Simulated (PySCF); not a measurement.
```yaml
atoms:
  - { symbol: Pd, position_ang: [0.5934, 0.5711, -0.1219] }
  - { symbol: I, position_ang: [3.1917, 0.4578, -0.3185] }
  - { symbol: I, position_ang: [0.5577, 3.1557, -0.4601] }
  - { symbol: N, position_ang: [-1.5404, 0.7230, 0.0302] }
  - { symbol: H, position_ang: [-1.7006, 1.7446, -0.0640] }
  - { symbol: H, position_ang: [-1.9454, 0.4191, 0.9274] }
  - { symbol: H, position_ang: [-2.0533, 0.2549, -0.7310] }
  - { symbol: N, position_ang: [0.6792, -1.5543, 0.1467] }
  - { symbol: H, position_ang: [1.6981, -1.7476, 0.0950] }
  - { symbol: H, position_ang: [0.2178, -2.0969, -0.5976] }
  - { symbol: H, position_ang: [0.3381, -1.8969, 1.0563] }
```

Geometry: BP86-D3(BJ)/def2-SVP; core potentials replace the inner electrons of Pd and I.

All numbers below come from DFT single point, gas phase, functional BP86 in PySCF.

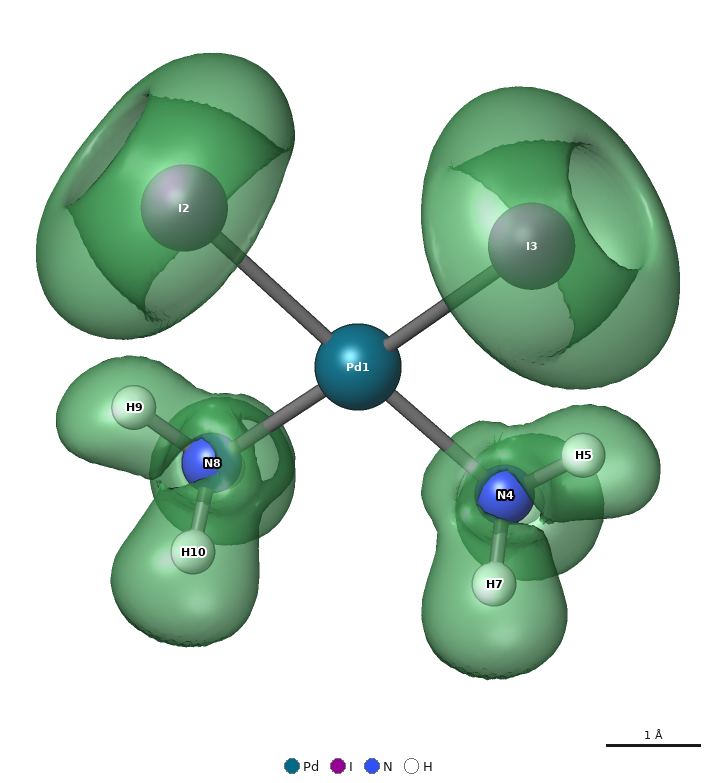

H6I2N2Pd. Isosurface of the electron localisation function at 0.75 (green), seen at an oblique angle. Core shells and regions of very low density are left out.

> What do the ELF domains correspond to?

The surface consists of two rings or bowls of non-bonding electrons around I and two joined regions spread over several atoms (H, N), in which their bonds and any lone pairs are merged. Profiles from the grid: Pd–N (2.14 Å): the ELF peaks at about 0.95 in the valence shell of N, 0.6 Å from its nucleus, and is about 0.15 at the midpoint. Pd–I (2.61 Å): the ELF peaks at about 0.65 in the valence shell of I, 1.2 Å from its nucleus, and is about 0.50 at the midpoint.
